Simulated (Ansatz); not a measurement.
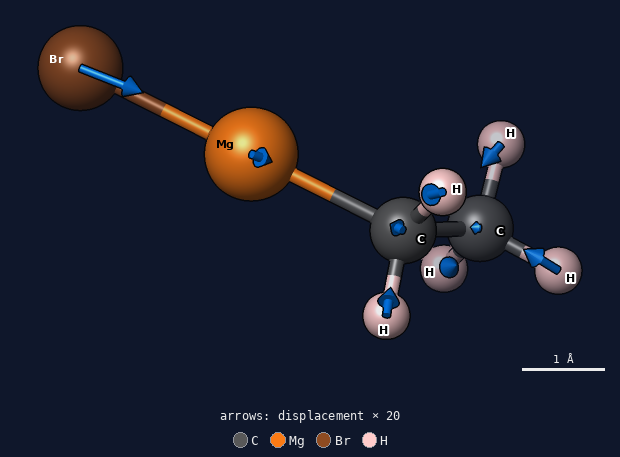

This is a relaxation of C$_{2}$H$_{5}$BrMg. The starting structure is drawn; blue arrows show the displacements, magnified 20 times. The two geometries are superimposed by the best rigid fit.

A ball-and-stick model, seen from a free direction.

The start comes from PBE-D4/def2-SVP.

These are results of RKS PBE0-D4/def2-TZVP (Ansatz 0.2.0), not measurements.

The input:
```yaml
crystal:
  periodic: [false, false, false]
  atoms:
    - {symbol: C, position_ang: [-0.506377, 1.001313, 0.506768]}
    - {symbol: C, position_ang: [0.358271, -0.270847, 0.521177]}
    - {symbol: Mg, position_ang: [0.476911, -1.328853, -1.299423]}
    - {symbol: Br, position_ang: [0.597434, -2.490433, -3.372667]}
    - {symbol: H, position_ang: [-1.565393, 0.787333, 0.247592]}
    - {symbol: H, position_ang: [-0.519238, 1.516711, 1.494246]}
    - {symbol: H, position_ang: [-0.142227, 1.746074, -0.232867]}
    - {symbol: H, position_ang: [1.401337, -0.026586, 0.824178]}
    - {symbol: H, position_ang: [-0.012217, -0.981012, 1.293897]}
basis:
  gaussian: {orbitals: def2-TZVP}
hamiltonian: {xc: pbe0, dispersion: d4}
relax: {f_tol: 0.005, max_steps: 150}
```

Question: What happened in the run?

Answer: The energy falls by 0.75 kcal/mol in 4 geometry steps. The largest force component goes from 0.53 to 0.0022 eV/Å. The largest move after the best rigid fit is that of Br4, 0.045 Å. By element the largest moves are Br 0.045 Å, H 0.029 Å, Mg 0.018 Å, C 0.013 Å. Among the contacts that change: Mg3–Br4 2.380 → 2.348 Å, C2–Mg3 2.109 → 2.086 Å, C1–H6 1.114 → 1.096 Å, C1–H5 1.111 → 1.094 Å. The run took roughly 50 core-seconds on a shared host.
